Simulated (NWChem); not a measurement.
# C3H6F2O (SMILES CCOC(F)F): levels of theory compared

We compute a comparison of 4 runs (HF/STO-3G, HF/3-21G, B3LYP/6-31G*) of C3H6F2O. 

The calculation is run with NWChem 7.3.0.

## (1) Starting point

C3H6F2O: 12 atoms, total charge 0, spin state singlet. SMILES: `CCOC(F)F`. Geometry: relaxed at PBE0-D4/def2-TZVP. This is one conformer, not always the lowest.

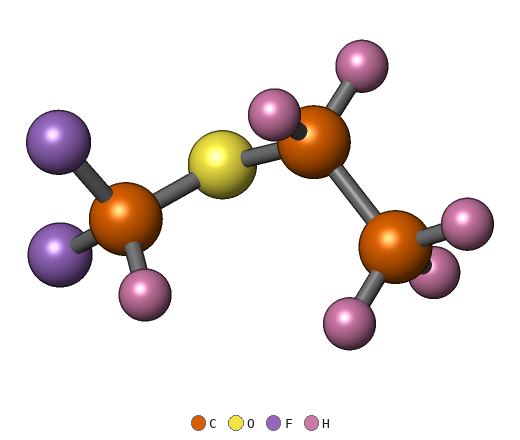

Viewed from a chosen angle; carbon orange, oxygen yellow, fluorine purple, hydrogen pink.

## (2) Energy and gradient at HF/STO-3G (run 1)

struct.nw reads:

```
start struct
title "C3H6F2O"
memory total 2200 mb

geometry units angstroms noautosym nocenter noautoz
   C        0.637200      -1.054400      -0.918300
   C        0.852900      -0.055200       0.194600
   O        0.035200       1.106700       0.039700
   C       -1.206500       0.997700       0.552600
   F       -1.922100       2.034700       0.102000
   F       -1.181900       1.084700       1.911800
   H       -0.377100      -1.459600      -0.914300
   H        0.817600      -0.590200      -1.889300
   H        1.328600      -1.892300      -0.802200
   H        1.876400       0.320300       0.183400
   H        0.679200      -0.500200       1.179400
   H       -1.721400       0.062600       0.299600
end

basis "ao basis" spherical bse
   * library STO-3G
end

scf
   thresh 1e-08
   maxiter 80
end

task scf gradient
```

Command:

```bash
$ nwchem struct.nw > struct.out
```

Log:

```text
[...]
  functions       =    36
[...]
  wavefunction    = RHF
[...]
         Total SCF energy =   -385.632053735433
      One-electron energy =  -1063.471315266164
      Two-electron energy =    412.278873399016
 Nuclear repulsion energy =    265.560388131715
        Time for solution =      3.6s
[...]
                         RHF ENERGY GRADIENTS
    atom               coordinates                        gradient
                 x          y          z           x          y          z
   1 C       1.204133  -1.992527  -1.735335    0.002014   0.025439   0.021933
   2 C       1.611747  -0.104313   0.367741   -0.000196  -0.015344  -0.022192
   3 O       0.066518   2.091360   0.075022   -0.066229  -0.017765   0.035495
   4 C      -2.279954   1.885380   1.044263    0.043211   0.025331  -0.031693
   5 F      -3.632242   3.845025   0.192752    0.023132  -0.035287   0.018185
   6 F      -2.233467   2.049786   3.612778   -0.002483  -0.000809  -0.027157
   7 H      -0.712616  -2.758244  -1.727776   -0.005176  -0.003313  -0.000546
   8 H       1.545040  -1.115316  -3.570259    0.000840   0.001899  -0.004724
   9 H       2.510690  -3.575928  -1.515938    0.003285  -0.004772   0.001023
  10 H       3.545882   0.605279   0.346576   -0.004338   0.002204   0.001215
  11 H       1.283502  -0.945241   2.228743   -0.001106   0.004081   0.000166
[...]
```

Wall time 5.1 s (1 thread of Intel Xeon 6975P-C (Granite Rapids), shared host); peak memory 0.097 GiB.

## (3) Energy and forces at HF/3-21G (run 2)

c3h6f2o.nw reads:

```
echo
START c3h6f2o
memory 2200 mb

GEOMETRY units angstrom noautosym nocenter noautoz
 C     0.637200   -1.054400   -0.918300
 C     0.852900   -0.055200    0.194600
 O     0.035200    1.106700    0.039700
 C    -1.206500    0.997700    0.552600
 F    -1.922100    2.034700    0.102000
 F    -1.181900    1.084700    1.911800
 H    -0.377100   -1.459600   -0.914300
 H     0.817600   -0.590200   -1.889300
 H     1.328600   -1.892300   -0.802200
 H     1.876400    0.320300    0.183400
 H     0.679200   -0.500200    1.179400
 H    -1.721400    0.062600    0.299600
END

BASIS spherical bse
 * library 3-21G
END

SCF
 thresh 1e-08
 maxiter 80
 noprint "final vectors analysis"
END

TASK scf gradient
```

Command:

```bash
$ nwchem c3h6f2o.nw > c3h6f2o.out
```

Log:

```text
[...]
  functions       =    66
[...]
  wavefunction    = RHF
[...]
         Total SCF energy =   -388.703408739383
      One-electron energy =  -1063.840990774743
      Two-electron energy =    409.577193903646
 Nuclear repulsion energy =    265.560388131715
        Time for solution =      3.6s
[...]
                         RHF ENERGY GRADIENTS
    atom               coordinates                        gradient
                 x          y          z           x          y          z
   1 C       1.204133  -1.992527  -1.735335    0.002554   0.010372   0.011318
   2 C       1.611747  -0.104313   0.367741   -0.029162   0.006609  -0.015754
   3 O       0.066518   2.091360   0.075022    0.000429  -0.005010   0.004486
   4 C      -2.279954   1.885380   1.044263    0.019934   0.014815   0.003343
   5 F      -3.632242   3.845025   0.192752    0.009995  -0.011161   0.004799
   6 F      -2.233467   2.049786   3.612778   -0.002608   0.001338  -0.007998
   7 H      -0.712616  -2.758244  -1.727776   -0.005220  -0.002149   0.000297
   8 H       1.545040  -1.115316  -3.570259    0.001377   0.001939  -0.006090
   9 H       2.510690  -3.575928  -1.515938    0.003841  -0.004823   0.000443
  10 H       3.545882   0.605279   0.346576    0.007715   0.003975   0.000562
  11 H       1.283502  -0.945241   2.228743   -0.000214  -0.002721   0.007470
[...]
```

Run time: 5.4 s. Hardware: 1 thread of Intel Xeon 6975P-C (Granite Rapids), shared host; peak memory 0.094 GiB.

Run 3 isn't shown in full; the table further down has it.

## (4) Energy and gradient at B3LYP/6-31G(d) (Cartesian functions) (run 4)

input.nw reads:

```
start input
memory stack 880 mb heap 220 mb global 1100 mb
charge 0

geometry units angstroms noautosym nocenter noautoz
 C     0.637200   -1.054400   -0.918300
 C     0.852900   -0.055200    0.194600
 O     0.035200    1.106700    0.039700
 C    -1.206500    0.997700    0.552600
 F    -1.922100    2.034700    0.102000
 F    -1.181900    1.084700    1.911800
 H    -0.377100   -1.459600   -0.914300
 H     0.817600   -0.590200   -1.889300
 H     1.328600   -1.892300   -0.802200
 H     1.876400    0.320300    0.183400
 H     0.679200   -0.500200    1.179400
 H    -1.721400    0.062600    0.299600
end

basis "ao basis"
 * library 6-31G*
end

dft
 xc b3lyp
 mult 1
 grid fine
 convergence energy 1e-08
 iterations 100
 mulliken
end

task dft gradient
```

Command:

```bash
$ nwchem input.nw > input.out
```

Log:

```text
[...]
          Wavefunction type:  closed shell.
          No. of atoms     :    12
          No. of electrons :    50
[...]
          Charge           :     0
          Spin multiplicity:     1
[...]
          AO basis - number of functions:   102
[...]
              XC Information
              --------------
                         B3LYP Method XC Potential
                     Hartree-Fock (Exact) Exchange  0.200
                        Slater Exchange Functional  0.800 local
                    Becke 1988 Exchange Functional  0.720 non-local
              Lee-Yang-Parr Correlation Functional  0.810
                  VWN I RPA Correlation Functional  0.190 local
[...]
 d= 0,ls=0.0,diis     1   -392.6734746701 -6.58D+02  1.49D-02  1.53D+00     3.4
[...]
 d= 0,ls=0.0,diis    10   -392.8295914690 -8.38D-10  1.54D-07  5.94D-10    27.8
         Total DFT energy =     -392.829591468965
      One electron energy =    -1067.570832698230
           Coulomb energy =      457.293490310601
    Exchange-Corr. energy =      -48.112637213051
 Nuclear repulsion energy =      265.560388131715
[...]
  wavefunction    = closed shell
                         DFT ENERGY GRADIENTS
    atom               coordinates                        gradient
                 x          y          z           x          y          z
   1 C       1.204133  -1.992527  -1.735335   -0.000143   0.003325   0.003100
   2 C       1.611747  -0.104313   0.367741   -0.004450   0.000697  -0.004168
   3 O       0.066518   2.091360   0.075022   -0.005380  -0.005389   0.004847
   4 C      -2.279954   1.885380   1.044263    0.006571   0.005380  -0.000680
   5 F      -3.632242   3.845025   0.192752    0.005303  -0.007734   0.004441
   6 F      -2.233467   2.049786   3.612778   -0.000973   0.000582  -0.008893
   7 H      -0.712616  -2.758244  -1.727776    0.002075   0.000901   0.000322
   8 H       1.545040  -1.115316  -3.570259   -0.000168  -0.000763   0.002053
   9 H       2.510690  -3.575928  -1.515938   -0.001394   0.002079   0.000127
  10 H       3.545882   0.605279   0.346576   -0.001919  -0.000552  -0.000078
  11 H       1.283502  -0.945241   2.228743    0.000223   0.000544  -0.001633
[...]
```

Run time: 35 s. Hardware: 1 thread of Intel Xeon 6975P-C (Granite Rapids), shared host; peak memory 0.13 GiB.

## (5) Overview of the runs

| run | level | iteration cap | module | energy (Eh) | dipole moment (D) | HOMO energy (eV) | LUMO energy (eV) | wall time |
| --- | --- | --- | --- | --- | --- | --- | --- | --- |
| 1 | HF/STO-3G | 80 | scf | -385.632054 | 2.37 | -9.89 | 14.23 | 5.1 s |
| 2 | HF/3-21G | 80 | scf | -388.703409 | 3.89 | – | – | 5.4 s |
| 3 | B3LYP/6-31G* (spherical functions) | 100 | dft | -392.824609 | 2.92 | -8.14 | 2.24 | 34 s |
| 4 | B3LYP/6-31G* (Cartesian functions) | 100 | dft | -392.829591 | 2.92 | -8.15 | 2.23 | 35 s |

## (6) What came out

```
                       quantity          value
            run 4: total energy  -392.82959 Eh
           run 4: dipole moment         2.92 D
             run 4: HOMO energy       -8.15 eV
             run 4: LUMO energy        2.23 eV
           run 4: HOMO–LUMO gap       10.38 eV
run 4: largest force on an atom     0.534 eV/Å
```

The dipole moment (its size) runs from 2.37 D (HF/STO-3G) to 3.89 D (HF/3-21G). Over runs 1, 3, 4 the HOMO–LUMO gap runs from 10.38 eV (B3LYP/6-31G*) to 24.12 eV (HF/STO-3G). The two ends differ in method and basis. In run 1 the basis is minimal, so the values are rough. All runs together took 79 s, the longest 35 s.
